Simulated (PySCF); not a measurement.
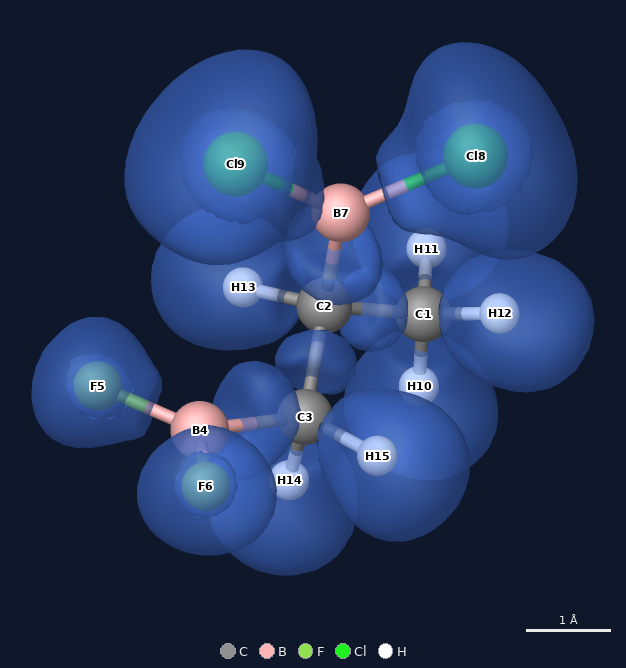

*C3H6B2Cl2F2. Isosurface of the ELF at 0.75 (blue), seen at an oblique angle. Core shells and regions of very low density are left out.*

Geometry: GFN2-xTB, MD frame at 250 fs, 300 K.

Level of theory: PBE0/pcSseg-1, SCF density, gas phase, non-relativistic in PySCF.

```
atom    x (Å)    y (Å)    z (Å)
   C  -1.9525  -0.1859  -0.8487
   C  -0.6523  -0.1393  -0.0612
   C   0.5352  -0.2255  -1.0000
   B   2.0091  -0.2962  -0.3846
   F   2.3668  -0.9598   0.7276
   F   3.0256   0.3499  -0.9312
   B  -0.4714   1.2224   0.8037
  Cl  -1.5283   2.6136   0.4748
  Cl   0.7100   1.4529   2.0344
   H  -1.9835  -1.0031  -1.5609
   H  -2.8227  -0.4424  -0.2535
   H  -2.1054   0.7716  -1.3240
   H  -0.5058  -0.9919   0.6446
   H   0.4259  -1.2080  -1.5574
   H   0.5568   0.4691  -1.8461
```

### Describe the localisation domains.

The surface consists of two regions between bonded B–C atoms (shared pairs), two regions between bonded C–C atoms (shared pairs), six regions around hydrogen nuclei, two regions on Cl in which the atom's valence shell and bonds are merged and two regions on F in which the atom's valence shell and bonds are merged. Along the contacts the grid gives the following. B–F (1.32 Å): the ELF peaks at about 0.85 between the atoms; a shared but strongly polarised pair. C–C (1.52 Å): the ELF peaks at about 0.95 between the atoms; localised, covalent bonding.
